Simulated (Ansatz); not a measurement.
# GaAsH (doublet): from Hartree-Fock to the top rungs, cc-pVTZ

How much of the correlation energy of GaAsH (doublet) does each wave-function method recover here?

The runs use Ansatz 0.2.0, Gaussian basis; cc-pVTZ, core rule «outside noble gas», up to 28 orbitals frozen.

To be run: UHF; CCSD(T) on ROHF; CCSD(T) on UHF; BCCD(T) on ROHF; CCSDT(Q) on ROHF; CCSDT(Q) on UHF.

15 further runs of the same task are left out: 10 for a known fault of the program, 5 set aside as unsound or not needed. Runs told in other sessions of the task aren't counted.

### 1 The geometry

The geometry is a PBE0/def2-TZVP stationary point (not a proven minimum) of the parent state, kept for this charge and spin. No spin-orbit coupling is included. The filled d shell of Ga, As may be among the frozen orbitals whatever the setting's name suggests.

3 atoms, charge 0, spin multiplicity 2.

Atoms are counted from 1 here; the program's logs count them from 0.

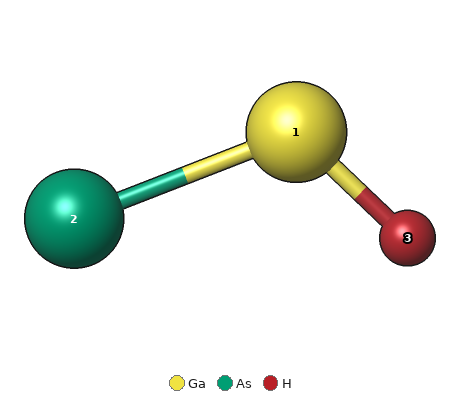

The structure; gallium yellow, arsenic teal, hydrogen red; atoms are numbered from 1 in the order of the file.

In the tables R marks a restricted open-shell determinant and U an unrestricted one; energies count from the table's Hartree-Fock row.

### 2 UHF

The input, in.yaml:

```yaml
crystal:
  periodic: [false, false, false]
  atoms:
    - {symbol: Ga, position_ang: [0.000000, -0.505457, 0.594301]}
    - {symbol: As, position_ang: [0.000000, -0.435519, -1.914688]}
    - {symbol: H, position_ang: [0.000000, 0.940976, 1.320387]}
basis:
  gaussian: {orbitals: cc-pVTZ}
magnetization: {spin_polarized: true, initial_magnetization: 1}
hamiltonian: {xc: hf}
output: {orbitals: {seedname: orbitals}}
```

Launch:

```bash
> ansatz run in.yaml --threads 1 --pin off --events-out ev --progress --plain --max-ram 2560MiB --backend cpu
```

The log of the run:

```text
Functional definition: HF
  name "HF"
  cite "Fock, Z. Phys. 61, 126 (1930) doi:10.1007/BF01340294"
  parent pbe
  exchange = exact_x
  correlation = 0
652 factors; integrals over basis functions are off by at most 7.0e-4 eV
mean field evaluation 1: about -113144.8709 eV, gradient 1.0e1 eV
mean field evaluation 2: about -113144.8721 eV, gradient 1.0e1 eV
mean field evaluation 4: about -113146.0764 eV, gradient 1.7e0 eV
mean field evaluation 8: about -113146.1297 eV, gradient 1.4e-1 eV
mean field evaluation 16: about -113146.1309 eV, gradient 1.3e-2 eV
mean field evaluation 32: about -113146.9959 eV, gradient 5.4e-3 eV
mean field evaluation 64: about -113146.3493 eV, gradient 9.3e-3 eV
mean field evaluation 96: about -113147.3111 eV, gradient 3.4e-1 eV
mean field evaluation 128: about -113147.3076 eV, gradient 6.5e-1 eV
mean field evaluation 160: about -113146.8165 eV, gradient 3.9e-1 eV
mean field evaluation 192: about -113146.5415 eV, gradient 3.6e0 eV
mean field evaluation 224: about -113145.8764 eV, gradient 8.2e-1 eV
mean field evaluation 256: about -113146.1309 eV, gradient 6.5e-5 eV
mean field evaluation 288: about -113146.7612 eV, gradient 2.6e0 eV
mean field -113147.32713812 eV, -4158.0875783131 hartree, gradient 2.4e-6 eV, S^2 1.689474; 8 other end points of the search recorded, 0 dependent functions left out
reference -113147.32713812 eV, -4158.0875783131 hartree; 33, 32 occupied and 67, 68 virtual orbitals, 652 factors
Total energy: -113147.32713812 eV, -4158.0875783131 hartree
```

Wall time 28 s (1 thread of AMD EPYC 7R13, shared host); peak memory 0.26 GiB.

From the report: ⟨S²⟩ of the determinant 1.689 (pure doublet: 0.75). The determinant of HF (⟨S²⟩ 1.69) is far from a pure spin state, so its energy mixes those of several spin states; that is harmless only where they are near-degenerate.

### 3 CCSD(T) on ROHF

in.yaml, as its differences from that of step 2:

```diff
@@ -8,4 +8,4 @@
   gaussian: {orbitals: cc-pVTZ}
-magnetization: {spin_polarized: true, initial_magnetization: 1}
-hamiltonian: {xc: hf}
-output: {orbitals: {seedname: orbitals}}
+magnetization: {spin_polarized: false, initial_magnetization: 1}
+correlation: {method: ccsd_t, electrons: outside_noble_gas}
+output: {forces: true}
```

Same command.

The log of the run, cut to the lines that bear on the results:

```text
Functional definition: HF
  name "HF"
  cite "Fock, Z. Phys. 61, 126 (1930) doi:10.1007/BF01340294"
  parent pbe
[...]
652 factors; integrals over basis functions are off by at most 7.0e-4 eV
[...]
mean field -113146.13925620 eV, -4158.0439244575 hartree, gradient 1.1e-6 eV, S^2 0.750000; 19 other end points of the search recorded, 0 dependent functions left out
[...]
determinant -113146.13925620 eV, -4158.0439244575 hartree, with singles and doubles -113151.97515042 eV, -4158.2583896145 hartree
determinant -113146.02051705 eV, -4158.0395608742 hartree, with singles and doubles -113151.78937344 eV, -4158.2515624365 hartree
determinant -113145.84655394 eV, -4158.0331678478 hartree, with singles and doubles -113151.62661169 eV, -4158.2455810523 hartree
determinant -113145.20927319 eV, -4158.0097482122 hartree, with singles and doubles -113150.57211536 eV, -4158.2068290271 hartree
[...]
unrestricted determinant -113147.32713812 eV, -4158.0875783131 hartree, S^2 1.6895
28 core orbitals not correlated: weight in the atoms' cores, before any rotation towards them, 0.999 or more for the frozen orbitals, at most 0.001 for the correlated occupied ones
reference -113146.13925620 eV, -4158.0439244575 hartree; 5, 4 occupied and 67, 68 virtual orbitals, 652 factors
second order -4.78725628 eV of doubles, -0.06549669 eV of singles
cycle   1  -5.78966325 eV  change   -6.6e-7 eV  update   4.1e-6
[...]
cycle  17  -5.78966629 eV  change   -2.6e-8 eV  update   4.3e-8
perturbative correction -0.34768343 eV, -0.0127771304 hartree
[...]
Total energy: -113152.27660591 eV, -4158.2694678995 hartree
Atom 0 at     0.000000    -0.505457     0.594301 Å, force    -0.000000     0.620413    -1.350432 eV/Å
Atom 1 at     0.000000    -0.435519    -1.914688 Å, force     0.000000    -0.293878     1.055630 eV/Å
Atom 2 at     0.000000     0.940976     1.320387 Å, force     0.000000    -0.326535     0.294802 eV/Å
Dipole moment:     0.000000    -0.029665     0.301164 e Å
```

Run time: 1.8 min. Hardware: 1 thread of AMD EPYC 7R13, shared host; peak memory 0.52 GiB.

From the report: correlation -6.1373 eV; T1 0.093; largest double amplitude 0.19.

### 4 CCSD(T) on UHF

in.yaml, as its differences from that of step 3:

```diff
@@ -8,3 +8,3 @@
   gaussian: {orbitals: cc-pVTZ}
-magnetization: {spin_polarized: false, initial_magnetization: 1}
+magnetization: {spin_polarized: true, initial_magnetization: 1}
 correlation: {method: ccsd_t, electrons: outside_noble_gas}
```

Launched as before.

The log of the run, cut to the lines that bear on the results:

```text
Functional definition: HF
  name "HF"
  cite "Fock, Z. Phys. 61, 126 (1930) doi:10.1007/BF01340294"
  parent pbe
[...]
652 factors; integrals over basis functions are off by at most 7.0e-4 eV
[...]
mean field -113147.32713812 eV, -4158.0875783131 hartree, gradient 2.4e-6 eV, S^2 1.689474; 23 other end points of the search recorded, 0 dependent functions left out
determinant -113147.32713812 eV, -4158.0875783131 hartree, with singles and doubles -113152.07165700 eV, -4158.2619361660 hartree
determinant -113146.99602305 eV, -4158.0754100587 hartree, with singles and doubles -113151.84572603 eV, -4158.2536333560 hartree
determinant -113146.82384578 eV, -4158.0690826606 hartree, with singles and doubles -113151.51655291 eV, -4158.2415364667 hartree
determinant -113146.34929279 eV, -4158.0516431598 hartree, with singles and doubles -113151.67875079 eV, -4158.2474971289 hartree
[...]
28 core orbitals not correlated: weight in the atoms' cores, before any rotation towards them, 0.999 or more for the frozen orbitals, at most 0.001 for the correlated occupied ones
reference -113147.32713812 eV, -4158.0875783131 hartree; 5, 4 occupied and 67, 68 virtual orbitals, 652 factors
second order -3.83165002 eV of doubles, -0.00000000 eV of singles
cycle   1  -4.70910525 eV  change   -6.7e-8 eV  update   4.7e-6
[...]
cycle   7  -4.70910454 eV  change    1.2e-7 eV  update   3.2e-7
perturbative correction -0.21268064 eV, -0.0078158693 hartree
[...]
Total energy: -113152.24892331 eV, -4158.2684505825 hartree
Atom 0 at     0.000000    -0.505457     0.594301 Å, force    -0.000000     0.521910    -1.086253 eV/Å
Atom 1 at     0.000000    -0.435519    -1.914688 Å, force     0.000000    -0.244977     0.840994 eV/Å
Atom 2 at     0.000000     0.940976     1.320387 Å, force    -0.000000    -0.276933     0.245259 eV/Å
Dipole moment:    -0.000000    -0.035166     0.258956 e Å
```

Wall time 2.4 min (1 thread of AMD EPYC 7R13, shared host); peak memory 0.53 GiB.

From the report: ⟨S²⟩ of the determinant 1.689 (pure doublet: 0.75); correlation -4.9218 eV; T1 0.049; largest double amplitude 0.07. The determinant of CCSD(T) (⟨S²⟩ 1.69) is far from a pure spin state, so its energy mixes those of several spin states; high orders of coupled cluster remove much of that, low ones don't.

### 5 BCCD(T) on ROHF

in.yaml, as its differences from that of step 4:

```diff
@@ -8,4 +8,3 @@
   gaussian: {orbitals: cc-pVTZ}
-magnetization: {spin_polarized: true, initial_magnetization: 1}
-correlation: {method: ccsd_t, electrons: outside_noble_gas}
-output: {forces: true}
+magnetization: {spin_polarized: false, initial_magnetization: 1}
+correlation: {method: bccd_t, electrons: outside_noble_gas}
```

Launched as before.

The log of the run, cut to the lines that bear on the results:

```text
Functional definition: HF
  name "HF"
  cite "Fock, Z. Phys. 61, 126 (1930) doi:10.1007/BF01340294"
  parent pbe
[...]
652 factors; integrals over basis functions are off by at most 7.0e-4 eV
[...]
mean field -113146.13925620 eV, -4158.0439244575 hartree, gradient 1.1e-6 eV, S^2 0.750000; 19 other end points of the search recorded, 0 dependent functions left out
[...]
determinant -113146.13925620 eV, -4158.0439244575 hartree, with singles and doubles -113151.97515042 eV, -4158.2583896145 hartree
determinant -113146.02051705 eV, -4158.0395608742 hartree, with singles and doubles -113151.78937344 eV, -4158.2515624365 hartree
determinant -113145.84655394 eV, -4158.0331678478 hartree, with singles and doubles -113151.62661169 eV, -4158.2455810523 hartree
determinant -113145.20927319 eV, -4158.0097482122 hartree, with singles and doubles -113150.57211536 eV, -4158.2068290271 hartree
[...]
determinant -113145.84655394 eV, -4158.0331678478 hartree, with singles and doubles -113151.66912463 eV, -4158.2471433742 hartree
determinant -113145.69991128 eV, -4158.0277788297 hartree, with singles and doubles -113151.97172730 eV, -4158.2582638171 hartree
determinant -113145.69991128 eV, -4158.0277788297 hartree, with singles and doubles -113151.92320261 eV, -4158.2564805678 hartree
unrestricted determinant -113147.32713812 eV, -4158.0875783131 hartree, S^2 1.6895
28 core orbitals not correlated: weight in the atoms' cores, before any rotation towards them, 0.999 or more for the frozen orbitals, at most 0.001 for the correlated occupied ones
reference -113146.13925620 eV, -4158.0439244575 hartree; 5, 4 occupied and 67, 68 virtual orbitals, 652 factors
second order -4.78725628 eV of doubles, -0.06549669 eV of singles
cycle   1  -5.80304121 eV  change   -1.3e-2 eV  update   5.3e-2
[...]
cycle  20  -5.86898933 eV  change   -4.9e-7 eV  update   9.2e-6
perturbative correction -0.24322608 eV, -0.0089383935 hartree
Total energy: -113152.25147160 eV, -4158.2685442306 hartree
```

Run time: 94 s. Hardware: 1 thread of AMD EPYC 7R13, shared host; peak memory 0.41 GiB.

From the report: correlation -6.1122 eV; largest double amplitude 0.07.

### 6 CCSDT(Q) on ROHF

in.yaml, as its differences from that of step 5:

```diff
@@ -9,2 +9,2 @@
 magnetization: {spin_polarized: false, initial_magnetization: 1}
-correlation: {method: bccd_t, electrons: outside_noble_gas}
+correlation: {method: ccsdt_q, electrons: outside_noble_gas}
```

Launch:

```bash
> ansatz run in.yaml --threads 2 --pin off --events-out ev --progress --plain --max-ram 15360MiB --backend cuda --devices 0, --max-vram 18GiB
```

The log of the run, cut to the lines that bear on the results:

```text
Functional definition: HF
  name "HF"
  cite "Fock, Z. Phys. 61, 126 (1930) doi:10.1007/BF01340294"
  parent pbe
[...]
1146 factors; integrals over basis functions are off by at most 1.7e-7 eV
[...]
mean field -113146.13927334 eV, -4158.0439250874 hartree, gradient 1.7e-6 eV, S^2 0.750000; 19 other end points of the search recorded, 0 dependent functions left out
[...]
determinant -113146.13927334 eV, -4158.0439250874 hartree, with singles and doubles -113151.97519264 eV, -4158.2583911659 hartree
determinant -113146.02053535 eV, -4158.0395615468 hartree, with singles and doubles -113151.78941779 eV, -4158.2515640661 hartree
determinant -113145.84657384 eV, -4158.0331685794 hartree, with singles and doubles -113151.62665298 eV, -4158.2455825698 hartree
determinant -113145.20929270 eV, -4158.0097489294 hartree, with singles and doubles -113150.57215926 eV, -4158.2068306403 hartree
[...]
determinant -113145.84657384 eV, -4158.0331685794 hartree, with singles and doubles -113151.66913269 eV, -4158.2471436703 hartree
determinant -113145.69992796 eV, -4158.0277794427 hartree, with singles and doubles -113151.97176995 eV, -4158.2582653846 hartree
determinant -113145.69992796 eV, -4158.0277794427 hartree, with singles and doubles -113151.92321515 eV, -4158.2564810286 hartree
unrestricted determinant -113147.32715717 eV, -4158.0875790132 hartree, S^2 1.6895
28 core orbitals not correlated: weight in the atoms' cores, before any rotation towards them, 0.999 or more for the frozen orbitals, at most 0.001 for the correlated occupied ones
reference -113146.13927334 eV, -4158.0439250874 hartree; 5, 4 occupied and 67, 68 virtual orbitals, 1146 factors
second order -4.78729407 eV of doubles, -0.06549661 eV of singles
cycle   1  -5.36908565 eV  change   -5.2e-1 eV  update   1.2e-1
[...]
cycle   2  -6.18384999 eV  change    1.3e-7 eV  update   1.1e-6
perturbative correction -0.04080423 eV, -0.0014995278 hartree
Total energy: -113152.36392756 eV, -4158.2726769108 hartree
```

Run time: 25 s. Hardware: 1 × H100 (card shared with other runs) with 2 threads of AMD EPYC 7R13, shared host; peak host memory 1 GiB.

From the report: correlation -6.2247 eV; T1 0.074; largest double amplitude 0.30.

### 7 CCSDT(Q) on UHF

in.yaml, as its differences from that of step 6:

```diff
@@ -8,3 +8,3 @@
   gaussian: {orbitals: cc-pVTZ}
-magnetization: {spin_polarized: false, initial_magnetization: 1}
+magnetization: {spin_polarized: true, initial_magnetization: 1}
 correlation: {method: ccsdt_q, electrons: outside_noble_gas}
```

The command is unchanged.

The log of the run, cut to the lines that bear on the results:

```text
Functional definition: HF
  name "HF"
  cite "Fock, Z. Phys. 61, 126 (1930) doi:10.1007/BF01340294"
  parent pbe
[...]
1146 factors; integrals over basis functions are off by at most 1.7e-7 eV
[...]
mean field -113147.32715717 eV, -4158.0875790132 hartree, gradient 3.3e-6 eV, S^2 1.689474; 23 other end points of the search recorded, 0 dependent functions left out
determinant -113147.32715717 eV, -4158.0875790132 hartree, with singles and doubles -113152.07169183 eV, -4158.2619374460 hartree
determinant -113146.99604311 eV, -4158.0754107958 hartree, with singles and doubles -113151.84576157 eV, -4158.2536346620 hartree
determinant -113146.82386643 eV, -4158.0690834194 hartree, with singles and doubles -113151.51658914 eV, -4158.2415377981 hartree
determinant -113146.34931217 eV, -4158.0516438723 hartree, with singles and doubles -113151.67879800 eV, -4158.2474988638 hartree
[...]
determinant -113146.34603714 eV, -4158.0515235170 hartree, with singles and doubles -113151.66692073 eV, -4158.2470623824 hartree
determinant -113146.13088682 eV, -4158.0436168885 hartree, with singles and doubles -113151.71778699 eV, -4158.2489316829 hartree
determinant -113146.24177612 eV, -4158.0476919952 hartree, with singles and doubles -113151.95521951 eV, -4158.2576571672 hartree
28 core orbitals not correlated: weight in the atoms' cores, before any rotation towards them, 0.999 or more for the frozen orbitals, at most 0.001 for the correlated occupied ones
reference -113147.32715717 eV, -4158.0875790132 hartree; 5, 4 occupied and 67, 68 virtual orbitals, 1146 factors
second order -3.83167163 eV of doubles, -0.00000000 eV of singles
cycle   1  -4.40011805 eV  change   -5.7e-1 eV  update   8.3e-2
[...]
cycle  42  -5.00310776 eV  change   -3.0e-7 eV  update   5.6e-7
perturbative correction -0.02607195 eV, -0.0009581264 hartree
Total energy: -113152.35633688 eV, -4158.2723979586 hartree
```

It took 30 s on 1 × H100 (card shared with other runs) with 2 threads of AMD EPYC 7R13, shared host; peak host memory 0.86 GiB.

From the report: ⟨S²⟩ of the determinant 1.689 (pure doublet: 0.75); correlation -5.0292 eV; T1 0.084; largest double amplitude 0.20. The determinant of CCSDT(Q) (⟨S²⟩ 1.69) is far from a pure spin state, so its energy mixes those of several spin states; high orders of coupled cluster remove much of that, low ones don't.

### 8 Misses and costs

No level here is safe as a reference; RCCSDT(Q) serves as a yardstick only. Rows without a time are mean-field rows or come out of runs for another level: lower rungs of the coupled-cluster runs, or the Hartree-Fock search. The times of RCCSD(T), UCCSD(T) include forces.

Differences are taken before rounding.

```
   method  energy from the lowest ROHF (meV)  from RCCSDT(Q) (meV)        time
      ROHF                               0.0               +6224.7            
      UHF                           -1187.9               +5036.8            
     RMP2                           -4852.8               +1371.9            
     UMP2                           -5019.5               +1205.1            
    RCCSD                           -5789.7                +435.0            
    UCCSD                           -5897.0                +327.7            
 RCCSD(T)                           -6137.3                 +87.3     1.8 min
 UCCSD(T)                           -6109.7                +115.0     2.4 min
  BCCD(T)                           -6112.2                +112.5        94 s
   RCCSDT                           -6183.9                 +40.8            
   UCCSDT                           -6191.0                 +33.7            
RCCSDT(Q)                           -6224.7                     0  25 s (GPU)
UCCSDT(Q)                           -6217.1                  +7.6  30 s (GPU)
```

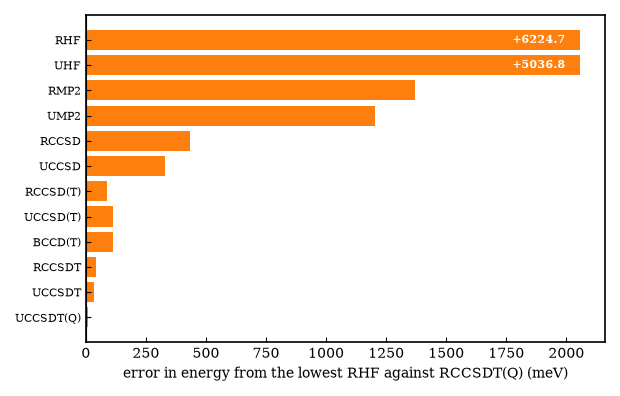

How far each level lands from RCCSDT(Q). Bars with a number in them are cut short.

Some runs used a GPU and others CPU threads alone; cost is compared among the CPU runs only.

### 9 Summary of results

| quantity | value |
| --- | --- |
| RCCSDT(Q) from the ROHF energy | -6.2247 eV |
| RMP2 from RCCSDT(Q) | +1371.9 meV |
| UMP2 from RCCSDT(Q) | +1205.1 meV |
| RCCSD from RCCSDT(Q) | +435.0 meV |
| RCCSD(T) from RCCSDT(Q) | +87.3 meV |
| UCCSD(T) from RCCSDT(Q) | +115.0 meV |
| UCCSDT(Q) from RCCSDT(Q) | +7.6 meV |
| T1 diagnostic | 0.093 |

In words: RCCSD(T) lands +87.3 meV from the yardstick (1.4 % of the correlation energy). CCSD(T) misses by +87.3 meV on the restricted determinant and by +115.0 meV on the unrestricted one; the two need not hold the same state or core. Warnings: spin contamination; large T1 diagnostic.
